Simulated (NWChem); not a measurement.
# BSiH4OF (SMILES FBO[SiH3]): levels of theory compared

We compute a comparison of 6 runs (HF/6-311+G**, B3LYP/6-31G*, B3LYP/6-311+G**, PBE0/6-311+G**, SVWN5/6-311+G**, MP2/6-311+G**) of BSiH4OF. 

The calculation is run with NWChem 7.3.0.

2 further runs of the same task are left out: 2 set aside as unsound or not needed.

### 1 The system as given

BSiH4OF has 8 atoms, charge 0, and is taken as a singlet. As SMILES, `FBO[SiH3]`. The coordinates come from a PBE0-D4/def2-TZVP relaxation. This is one conformer, not always the lowest.

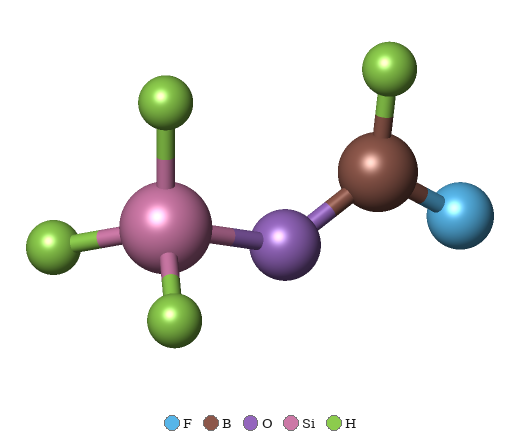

Viewed from a chosen angle; fluorine blue, boron brown, oxygen purple, silicon pink, hydrogen green.

### 2 Energy and forces at HF/6-311+G(d,p) (run 1)

File job.nw:

```
start job
memory total 2200 mb
charge 0

geometry units bohr noautosym nocenter noautoz
   F     -3.02242796    -3.21102263     2.69493843
   B     -1.29521829    -1.48834830     2.14105970
   O     -0.92124149    -0.90158833    -0.29782084
   Si     0.98454731     1.08243512    -1.78654708
   H     -0.14229638    -0.52628873     3.83576609
   H     -0.59923215     2.89317070    -3.21706975
   H      2.59024760     2.44851814     0.06538452
   H      2.57947616    -0.40496831    -3.54077984
end

basis spherical bse
   F library 6-311+G**
   B library 6-311+G**
   O library 6-311+G**
   Si library 6-311+G**
   H library 6-311+G**
end

scf
   thresh 1e-08
   maxiter 80
   print medium
end

task scf gradient
```

Run with:

```sh
$ nwchem job.nw > job.out
```

Output:

```text
[...]
  functions       =   120
[...]
  wavefunction    = RHF
[...]
         Total SCF energy =   -490.459594475786
      One-electron energy =   -981.187171536948
      Two-electron energy =    338.943211166025
 Nuclear repulsion energy =    151.784365895138
        Time for solution =     34.2s
[...]
                         RHF ENERGY GRADIENTS
    atom               coordinates                        gradient
                 x          y          z           x          y          z
   1 F      -3.022428  -3.211023   2.694938   -0.004310  -0.004156   0.000327
   2 B      -1.295218  -1.488348   2.141060    0.002315   0.001674   0.004546
   3 O      -0.921241  -0.901588  -0.297821   -0.002504  -0.001392  -0.010817
   4 Si      0.984547   1.082435  -1.786547   -0.000046  -0.000484   0.004982
   5 H      -0.142296  -0.526289   3.835766    0.002944   0.002583   0.003534
   6 H      -0.599232   2.893171  -3.217070   -0.002631   0.002099  -0.002187
   7 H       2.590248   2.448518   0.065385    0.002466   0.002153   0.002253
   8 H       2.579476  -0.404968  -3.540780    0.001767  -0.002476  -0.002639
[...]
```

It took 54 s on 1 thread of Intel Xeon Platinum 8259CL at 2.50GHz (Skylake/Cascade Lake), shared host; peak memory 0.1 GiB.

### 3 Energy and gradient at B3LYP/6-31G(d) (spherical functions) (run 2)

File m1.nw:

```
start m1
memory total 2200 mb
charge 0

geometry units au noautosym nocenter noautoz
  F   -3.02242796  -3.21102263   2.69493843
  B   -1.29521829  -1.48834830   2.14105970
  O   -0.92124149  -0.90158833  -0.29782084
  Si   0.98454731   1.08243512  -1.78654708
  H   -0.14229638  -0.52628873   3.83576609
  H   -0.59923215   2.89317070  -3.21706975
  H    2.59024760   2.44851814   0.06538452
  H    2.57947616  -0.40496831  -3.54077984
end

basis spherical bse
  * library 6-31G*
end

dft
  xc b3lyp
  grid xfine
  convergence energy 1e-08
  iterations 100
  mulliken
  print medium
end

task dft gradient
```

Run with:

```sh
$ nwchem m1.nw > m1.out
```

Output:

```text
[...]
          Wavefunction type:  closed shell.
          No. of atoms     :     8
          No. of electrons :    40
[...]
          Charge           :     0
          Spin multiplicity:     1
[...]
          AO basis - number of functions:    68
[...]
              XC Information
              --------------
                         B3LYP Method XC Potential
                     Hartree-Fock (Exact) Exchange  0.200
                        Slater Exchange Functional  0.800 local
                    Becke 1988 Exchange Functional  0.720 non-local
              Lee-Yang-Parr Correlation Functional  0.810
                  VWN I RPA Correlation Functional  0.190 local
[...]
 d= 0,ls=0.0,diis     1   -491.8620254461 -6.44D+02  1.69D-02  7.12D-01     3.8
[...]
 d= 0,ls=0.0,diis     8   -491.9481320720 -7.02D-10  3.11D-06  1.09D-07    26.8
         Total DFT energy =     -491.948132071995
      One electron energy =     -981.545773842048
           Coulomb energy =      383.507985094046
    Exchange-Corr. energy =      -45.694709219131
 Nuclear repulsion energy =      151.784365895138
[...]
      Total Density - Mulliken Population Analysis
     ---------------------------------------------
    Atom       Charge   Shell Charges
 -----------   ------   -------------------------------------------------------
    1 F    9     9.24   2.00  0.93  3.33  0.98  1.98  0.01
    2 B    5     4.56   2.00  0.53  1.38  0.25  0.26  0.15
    3 O    8     8.46   2.00  0.89  2.99  0.87  1.70  0.01
    4 Si  14    13.43   2.00  2.00  5.96  0.97  1.80  0.21  0.26  0.24
    5 H    1     1.08   0.52  0.56
    6 H    1     1.08   0.51  0.56
    7 H    1     1.08   0.51  0.57
    8 H    1     1.08   0.51  0.56
[...]
  wavefunction    = closed shell
                         DFT ENERGY GRADIENTS
    atom               coordinates                        gradient
                 x          y          z           x          y          z
   1 F      -3.022428  -3.211023   2.694938    0.003590   0.003682  -0.001822
   2 B      -1.295218  -1.488348   2.141060   -0.001528  -0.001105  -0.005455
   3 O      -0.921241  -0.901588  -0.297821    0.004824   0.004653   0.000596
   4 Si      0.984547   1.082435  -1.786547   -0.004941  -0.005170   0.004322
   5 H      -0.142296  -0.526289   3.835766    0.000075   0.000047   0.000845
   6 H      -0.599232   2.893171  -3.217070   -0.000458  -0.000784   0.000616
   7 H       2.590248   2.448518   0.065385   -0.000824  -0.000820   0.000264
   8 H       2.579476  -0.404968  -3.540780   -0.000737  -0.000503   0.000634
[...]
```

It took 38 s on 1 thread of Intel Xeon Platinum 8259CL at 2.50GHz (Skylake/Cascade Lake), shared host; peak memory 0.14 GiB.

Runs 3 to 5 aren't shown in full; the table further down has their settings and results.

### 4 Energy and forces at MP2/6-311+G(d,p) (run 6)

File bfh4osi.nw:

```
echo
start bfh4osi
memory stack 880 mb heap 220 mb global 1100 mb
charge 0

geometry units angstroms noautosym nocenter noautoz
  F     -1.599400    -1.699200     1.426100
  B     -0.685400    -0.787600     1.133000
  O     -0.487500    -0.477100    -0.157600
  Si     0.521000     0.572800    -0.945400
  H     -0.075300    -0.278500     2.029800
  H     -0.317100     1.531000    -1.702400
  H      1.370700     1.295700     0.034600
  H      1.365000    -0.214300    -1.873700
end

basis spherical bse
  * library 6-311+G**
end

scf
  thresh 1e-08
  maxiter 80
  print medium
end

mp2
  freeze core 8
  tight
end

task mp2 gradient
```

Run with:

```sh
$ nwchem bfh4osi.nw > bfh4osi.out
```

Output:

```text
[...]
  functions       =   120
[...]
  wavefunction    = RHF
[...]
         Total SCF energy =   -490.459594481746
      One-electron energy =   -981.187193130902
      Two-electron energy =    338.943221884666
 Nuclear repulsion energy =    151.784376764490
        Time for solution =     35.8s
[...]
          Total MP2 energy          -491.053539620690
[...]
                         mp2 ENERGY GRADIENTS
    atom               coordinates                        gradient
                 x          y          z           x          y          z
   1 F      -3.022428  -3.211022   2.694938    0.006350   0.006499  -0.003394
   2 B      -1.295218  -1.488348   2.141060   -0.005620  -0.005136  -0.004715
   3 O      -0.921241  -0.901588  -0.297821    0.005310   0.005211  -0.000361
   4 Si      0.984547   1.082435  -1.786547   -0.009265  -0.009749   0.008591
   5 H      -0.142296  -0.526289   3.835766    0.001303   0.001102   0.002311
   6 H      -0.599232   2.893170  -3.217070   -0.002408   0.002420  -0.002184
   7 H       2.590247   2.448518   0.065385    0.002235   0.001916   0.002402
   8 H       2.579476  -0.404968  -3.540780    0.002095  -0.002263  -0.002649
[...]
```

It took 1.8 min on 1 thread of Intel Xeon Platinum 8259CL at 2.50GHz (Skylake/Cascade Lake), shared host; peak memory 0.52 GiB.

### 5 All runs side by side

| run | level | iteration cap | module | energy (Eh) | dipole moment (D) | HOMO energy (eV) | LUMO energy (eV) | wall time |
| --- | --- | --- | --- | --- | --- | --- | --- | --- |
| 1 | HF/6-311+G** | 80 | scf | -490.459594 | 2.34 | -13.05 | 1.51 | 54 s |
| 2 | B3LYP/6-31G* (spherical functions) | 100 | dft | -491.948132 | 1.79 | -8.97 | 0.21 | 38 s |
| 3 | B3LYP/6-311+G** | 100 | dft | -492.047227 | 2.13 | -9.26 | -0.44 | 50 s |
| 4 | PBE0/6-311+G** | 100 | dft | -491.672894 | 2.14 | -9.47 | -0.23 | 49 s |
| 5 | SVWN5/6-311+G** | 100 | dft | -489.381628 | 2.11 | -8.05 | -1.29 | 49 s |
| 6 | MP2/6-311+G** | 80 | mp2 | -491.053540 | 2.13 | -13.05 | 1.51 | 1.8 min |

### 6 Results

```
                                                      quantity          value
                                           run 6: total energy  -491.05354 Eh
run 6: dipole moment (of the density that the program reports)         2.13 D
                    run 6: HOMO energy (Hartree–Fock orbitals)      -13.05 eV
                    run 6: LUMO energy (Hartree–Fock orbitals)        1.51 eV
                  run 6: HOMO–LUMO gap (Hartree–Fock orbitals)       14.57 eV
            run 6: correlation energy (8 core orbitals frozen)     -593.9 mEh
                               run 6: largest force on an atom     0.821 eV/Å
```

What this shows: The dipole moment (its size) runs from 1.79 D (B3LYP/6-31G*) to 2.34 D (HF/6-311+G**). The two ends differ in method and basis. Over runs 1, 2, 3, 4, 5 the HOMO–LUMO gap runs from 6.77 eV (SVWN5/6-311+G**) to 14.57 eV (HF/6-311+G**). Exact exchange widens orbital gaps. Totals of different functionals can't be ranked against each other. All runs together took 5.8 min, the longest 1.8 min.
